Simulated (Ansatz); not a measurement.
# Si2H2OF2 (SMILES F[Si]1(F)O[SiH2]1): BLYP/def2-SVP

What is the electronic atomisation energy of Si2H2OF2 at BLYP/def2-SVP? 

Program for the calculation: Ansatz 0.2.0.

49 further runs of the same task are left out: 49 set aside as unsound or not needed. Runs told in other sessions of the task aren't counted.

## 1. The molecule

Si2H2OF2 has 7 atoms, charge 0, and is taken as a singlet. As SMILES, `F[Si]1(F)O[SiH2]1`. The coordinates come from a PBE0-D4/def2-TZVP relaxation.

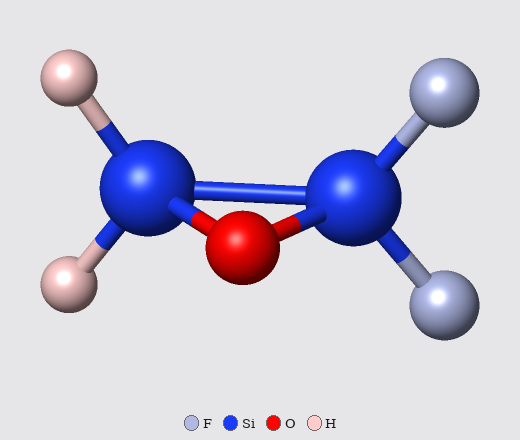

The structure, seen from a chosen angle (fluorine light blue, silicon blue, oxygen red, hydrogen pink).

## 2. A single-point energy at BLYP/def2-SVP

run.yaml reads:

```yaml
crystal:
  periodic: [false, false, false]
  atoms:
    - {symbol: F, position_ang: [0.424200, -1.612100, 1.693800]}
    - {symbol: Si, position_ang: [0.037900, -1.026000, 0.280100]}
    - {symbol: F, position_ang: [-0.194200, -2.288000, -0.639100]}
    - {symbol: O, position_ang: [1.103500, 0.077900, -0.322100]}
    - {symbol: Si, position_ang: [-0.304800, 1.058600, -0.232800]}
    - {symbol: H, position_ang: [-0.202300, 2.188800, 0.720000]}
    - {symbol: H, position_ang: [-0.802800, 1.532800, -1.545500]}
basis:
  gaussian:
    orbitals: def2-SVP
hamiltonian:
  xc: {name: BLYP}
accuracy: high
output: {orbitals: {seedname: orbitals}}
```

On the command line:

```bash
ansatz run run.yaml --threads 1 --pin off --max-ram 2610MiB --events-out events.jsonl --progress --plain --runs-dir runs
```

The log of the run:

```text
Warning: RAYON_NUM_THREADS=1 ignored (pool sized by the plan → 1); use --threads N
Functional definition: BLYP
  name "BLYP"
  parameter beta = 0.0042
  parameter a = 0.04918
  parameter b = 0.132
  parameter c = 0.2533
  parameter d = 0.349
  exchange = b88_x(beta = beta)
  correlation = lyp_c(a = a, b = b, c = c, d = d)
1781 factors; integrals over basis functions are off by at most 3.9e-9 eV
mean field evaluation 1: about -23251.1322 eV, gradient 7.3e1 eV
mean field evaluation 2: about -23172.7451 eV, gradient 1.9e2 eV
mean field evaluation 4: about -23259.3662 eV, gradient 2.2e1 eV
mean field evaluation 8: about -23260.1529 eV, gradient 5.6e-1 eV
mean field evaluation 16: about -23260.1501 eV, gradient 6.3e-5 eV
mean field -23260.15006145 eV, -854.7947484622 hartree, gradient 2.6e-8 eV, S^2 0.000000; 0 other end points of the search recorded, 0 dependent functions left out
reference -23260.15011267 eV, -854.7947503445 hartree; 28, 28 occupied and 60, 60 virtual orbitals, 1781 factors
Total energy: -23260.15011267 eV, -854.7947503445 hartree
```

It took 7.2 s on 1 thread of Arm Neoverse V1, shared host; peak memory 0.21 GiB.

## 3. The F atom at the same level

job.yaml reads:

```yaml
crystal:
  periodic: [false, false, false]
  atoms:
    - {symbol: F, position_ang: [0.000000, 0.000000, 0.000000]}
basis:
  gaussian: {orbitals: def2-SVP}
magnetization: {spin_polarized: true, initial_magnetization: 1}
hamiltonian: {xc: {name: BLYP}}
accuracy: high
```

On the command line:

```bash
ansatz run job.yaml --threads 1 --pin off --max-ram 2610MiB --events-out events.jsonl --progress --plain --runs-dir runs
```

The log of the run, cut to the lines that bear on the results:

```text
Warning: RAYON_NUM_THREADS=1 ignored (pool sized by the plan → 1); use --threads N
[... 9 set-up lines as earlier in the session ...]
95 factors; integrals over basis functions are off by at most 1.3e-9 eV
mean field evaluation 1: about -2710.9184 eV, gradient 6.2e0 eV
mean field evaluation 2: about -2710.9454 eV, gradient 5.3e0 eV
mean field evaluation 4: about -2711.0269 eV, gradient 5.3e-3 eV
mean field evaluation 8: about -2711.0272 eV, gradient 4.0e-5 eV
mean field evaluation 16: about -2711.0271 eV, gradient 9.2e-2 eV
mean field evaluation 32: about -2711.0266 eV, gradient 9.2e-2 eV
mean field -2711.02716171 eV, -99.6284105928 hartree, gradient 8.5e-9 eV, S^2 0.750788; 5 other end points of the search recorded, 0 dependent functions left out
reference -2711.02717589 eV, -99.6284111137 hartree; 5, 4 occupied and 9, 10 virtual orbitals, 95 factors
Total energy: -2711.02717589 eV, -99.6284111137 hartree
```

Run time: 0.81 s. Hardware: 1 thread of Arm Neoverse V1, shared host.

## 4. The H atom at the same level

Edit job.yaml of step 3 so:

```diff
@@ -3,3 +3,3 @@
   atoms:
-    - {symbol: F, position_ang: [0.000000, 0.000000, 0.000000]}
+    - {symbol: H, position_ang: [0.000000, 0.000000, 0.000000]}
 basis:
```

Run the same way, it converges to -0.49640 Eh (log not shown).

## 5. The O atom at the same level

job.yaml reads:

```yaml
crystal:
  periodic: [false, false, false]
  atoms:
    - symbol: O
      position_ang: [0.000000, 0.000000, 0.000000]
basis:
  gaussian: {orbitals: def2-SVP}
magnetization: {spin_polarized: true, initial_magnetization: 2}
hamiltonian: {xc: {name: BLYP}}
accuracy: high
```

Run the same way, it converges to -74.98782 Eh (log not shown).

## 6. The Si atom at the same level

job.yaml reads:

```yaml
basis:
  gaussian:
    orbitals: def2-SVP
crystal:
  periodic: [false, false, false]
  atoms:
    - {symbol: Si, position_ang: [0.000000, 0.000000, 0.000000]}
hamiltonian:
  xc: {name: BLYP}
magnetization:
  spin_polarized: true
  initial_magnetization: 2
accuracy: high
```

On the command line:

```bash
ansatz run job.yaml --threads 1 --pin off --max-ram 2610MiB --events-out events.jsonl --progress --plain --runs-dir runs
```

The log of the run, cut to the lines that bear on the results:

```text
Warning: RAYON_NUM_THREADS=1 ignored (pool sized by the plan → 1); use --threads N
[... 9 set-up lines as earlier in the session ...]
134 factors; integrals over basis functions are off by at most 2.5e-9 eV
mean field evaluation 1: about -7871.5780 eV, gradient 2.4e0 eV
mean field evaluation 2: about -7871.6381 eV, gradient 1.1e0 eV
mean field evaluation 4: about -7871.6465 eV, gradient 1.7e-1 eV
mean field evaluation 8: about -7871.6468 eV, gradient 1.9e-4 eV
mean field evaluation 16: about -7871.5700 eV, gradient 2.5e0 eV
mean field evaluation 32: about -7871.6463 eV, gradient 1.5e-1 eV
mean field -7871.64679937 eV, -289.2776842829 hartree, gradient 9.7e-8 eV, S^2 2.002173; 2 other end points of the search recorded, 0 dependent functions left out
reference -7871.64682912 eV, -289.2776853764 hartree; 8, 6 occupied and 10, 12 virtual orbitals, 134 factors
Total energy: -7871.64682912 eV, -289.2776853764 hartree
```

Run time: 1.2 s. Hardware: 1 thread of Arm Neoverse V1, shared host.

## 7. What came out

At BLYP/def2-SVP:

| quantity | value |
| --- | --- |
| molecule: total energy | -854.79475 Eh |
| molecule: HOMO energy | -6.18 eV |
| molecule: LUMO energy | -1.94 eV |
| molecule: HOMO–LUMO gap | 4.24 eV |
| F atom: total energy | -99.62841 Eh |
| F atom: ⟨S²⟩ | 0.751 |
| H atom: total energy | -0.49640 Eh |
| H atom: ⟨S²⟩ | 0.750 |
| O atom: total energy | -74.98782 Eh |
| O atom: ⟨S²⟩ | 2.002 |
| Si atom: total energy | -289.27769 Eh |
| Si atom: ⟨S²⟩ | 2.002 |
| electronic atomisation energy | 27.264 eV |

**Reading.** Taking the molecule apart into free atoms costs 27.26 eV (629 kcal/mol), before zero-point energy and without spin-orbit coupling.
